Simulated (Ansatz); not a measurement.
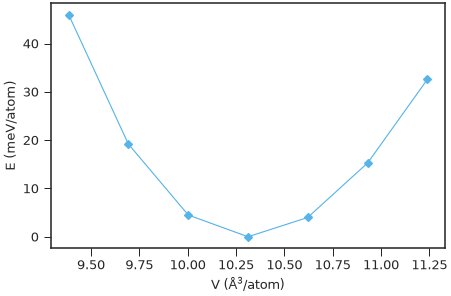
Figure. GaN (CsCl type, Pm-3m) under volume change, DFT-PBE in the program Ansatz with PAW potentials, scaled uniformly.

**Question.** What does a third-order Birch–Murnaghan fit give for V₀, B₀ and B′?

**Answer.** V₀ = 10.31 Å³/atom, B₀ = 148 GPa, B′ = 4.6.

The cell is a constructed one: a structure type filled with these elements; neither database checked (COD, Materials Project) lists it. It is not the phase usual at ambient conditions (space group No. 186, 216). The PBE relaxation kept the symmetry of its start; whether a distortion lowers the energy is not shown.

Potentials: the earlier of the program's two PAW sets.
